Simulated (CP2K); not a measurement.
Silylallene has these distinct C atoms: C1 (bonded to C and 2 H), C2 (bonded to 2 C) and C3 (bonded to C, Si and H).

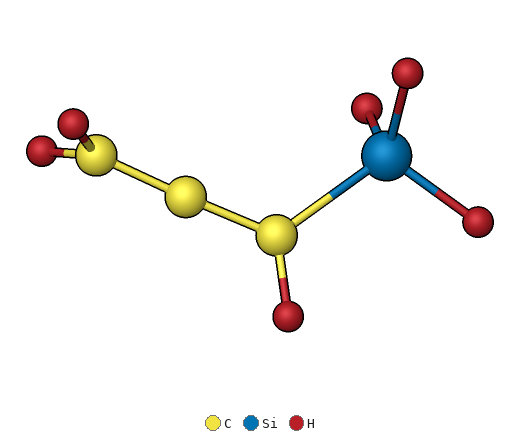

The molecule (carbon yellow, silicon blue, hydrogen red).

```xyz
10

C     2.2007    0.2791    0.0537
C     1.0195   -0.2166   -0.2222
C    -0.1827   -0.6774   -0.4709
Si   -1.7213    0.1383    0.2113
H     2.7607   -0.0503    0.9308
H     2.6635    1.0304   -0.5887
H    -0.2864   -1.5706   -1.0968
H    -2.9125   -0.6270   -0.2545
H    -1.7063    0.1479    1.7019
H    -1.8351    1.5463   -0.2646
```

Their partial C K spectra (CP2K XAS_TDP, all-electron GAPW, PBEh(45%), aug-pc-1, TDA, GW2X-corrected core level, no relativity) are given in random order, each times the number of alike atoms.

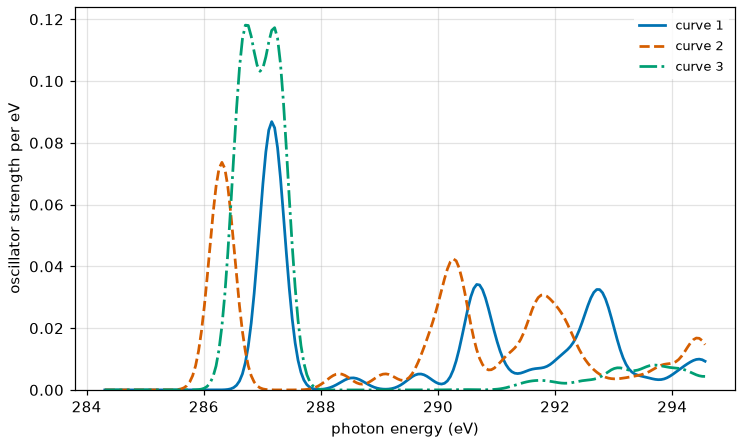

Gaussian full width 0.5 eV, oscillator strength per eV, alike atoms added, rows of zeros left out.

**Question.** Which curve belongs to which atom?

Curve 1: C1 (bonded to C and 2 H), leading line at 287.16 eV (f = 0.046 an atom), ionisation energy 291.72 eV, term value 4.56 eV. Curve 2: C3 (bonded to C, Si and H), leading line at 286.31 eV (f = 0.039 an atom), ionisation energy 291.12 eV, term value 4.81 eV. Curve 3: C2 (bonded to 2 C), leading line at 286.70 eV (f = 0.060 an atom), ionisation energy 292.26 eV, term value 5.56 eV. The leading line of an atom is its first one with 35 % of the strongest within 2.5 eV of its lowest line over the strength cut. A line lies at the core ionisation energy, which rises as an atom loses charge to its neighbours or to a π system, less the term value, which is large for a low π* or σ* orbital with weight on that atom.

[Banner, clock and machine lines of the logs are left out without a mark of their own.]

[Logs are printed without paths, hosts, clocks, repeated set-up lines and the standing remarks that a program may print on its own settings, such as how far it seeks lower states.]

[Hosts, paths, dates, database ids (printed as entryN), source tags and the programs' standing remarks are cut or masked in the printed files.]
